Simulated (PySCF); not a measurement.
**InCl (SMILES [Cl][In]): B3LYP/STO-3G**

What is the vertical singlet–triplet gap of InCl at B3LYP/STO-3G? Input form: a Python script.

The calculation is run with PySCF 2.14.0.

7 further runs of the same task are left out: 7 set aside as unsound or not needed.

## 1. Starting point

InCl: 2 atoms, total charge 0, spin state singlet. As SMILES, `[Cl][In]`. The shape is that of a PBE0-D4/def2-TZVP optimisation.

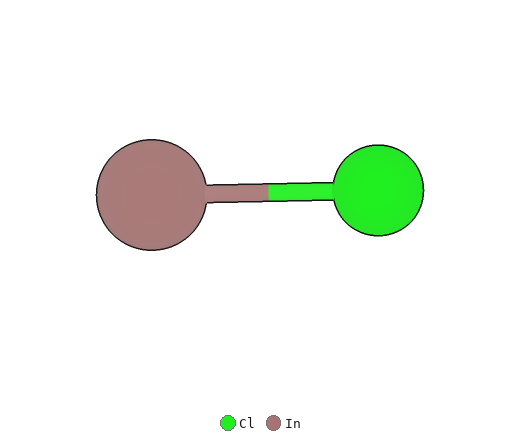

Viewed from a chosen angle; chlorine green, indium brown.

## 2. The energy at B3LYP/STO-3G

Input file input.py:

```python
from pyscf import gto, dft

molecule = gto.M(
    atom=[
    ('Cl', (0.000000, -0.000000, -0.013930)),
    ('In', (-0.000000, 0.000000, 2.399590)),
],
    max_memory=1860,
    basis='sto-3g',
    verbose=3,
)

mf = dft.RKS(molecule)
mf.xc = 'b3lyp'
mf.grids.level = 5
mf.conv_tol = 1e-10
mf.kernel()
if not mf.converged:
    mf = mf.newton().run(mf.mo_coeff, mf.mo_occ)

e_final = mf.e_tot
print('E(%s) = %.9f' % ('B3LYP', e_final))
```

The run is started by

```console
$ OMP_NUM_THREADS=1 python input.py
```

Standard output:

```text
converged SCF energy = -6140.06714994115
E(B3LYP) = -6140.067149941
```

Run time: 2.5 s. Hardware: 1 thread of Arm Neoverse V1, shared host; peak memory 0.24 GiB.

## 3. The triplet at the same level

Input file job.py:

```python
from pyscf import gto, dft

system = gto.M(
    atom='Cl 0.000000 -0.000000 -0.013930; In -0.000000 0.000000 2.399590',
    max_memory=1860,
    spin=2,
    verbose=3,
    basis='sto-3g',
)

myscf = dft.UKS(system)
myscf.xc = 'b3lyp'
myscf.grids.level = 5
myscf.conv_tol = 1e-10
myscf.kernel()
if not myscf.converged:
    myscf = myscf.newton().run(myscf.mo_coeff, myscf.mo_occ)

e_tot = myscf.e_tot
print('Final energy', e_tot)
```

The run is started by

```console
$ OMP_NUM_THREADS=1 python job.py
```

Standard output:

```text
WARN: HOMO -0.364789399362645 >= LUMO -0.548172360831857

WARN: HOMO -0.00185909635607578 >= LUMO -0.054781055066777

WARN: HOMO -0.016846131098614 >= LUMO -0.0627753222598082

WARN: HOMO -0.0143531264506278 >= LUMO -0.0603865919775771

WARN: HOMO -0.0155401701438526 >= LUMO -0.0608636276390972

WARN: HOMO -0.0156375346902297 >= LUMO -0.060991280312984

WARN: HOMO -0.0156344553386709 >= LUMO -0.0609795116921077

WARN: HOMO -0.0156351391104127 >= LUMO -0.0609812522472361

WARN: HOMO -0.0156352077411766 >= LUMO -0.0609807737781823

WARN: HOMO -0.0156352614517354 >= LUMO -0.0609809977540827

converged SCF energy = -6139.95236431485  <S^2> = 2.0008668  2S+1 = 3.0005778
Final energy -6139.9523643148505
```

Wall time 4.8 s (1 thread of Arm Neoverse V1, shared host); peak memory 0.24 GiB.

## 4. What came out

Level: B3LYP/STO-3G.

| quantity | value |
| --- | --- |
| singlet: total energy | -6140.06715 Eh |
| singlet: dipole moment | 3.20 D |
| singlet: HOMO energy | -3.42 eV |
| singlet: LUMO energy | 1.61 eV |
| singlet: HOMO–LUMO gap | 5.03 eV |
| triplet: total energy | -6139.95236 Eh |
| triplet: dipole moment | 4.10 D |
| triplet: HOMO energy (highest over α and β) | -0.43 eV |
| triplet: ⟨S²⟩ | 2.001 |
| vertical energy of the triplet above the singlet | 3.123 eV |

At this shape the triplet lies 3.12 eV (72 kcal/mol) above the singlet. In a minimal basis such a difference can be off by several eV, whatever the method. Relativity is left out (singlet) although the molecule holds a heavy atom. Relativity is left out (triplet) although the molecule holds a heavy atom.
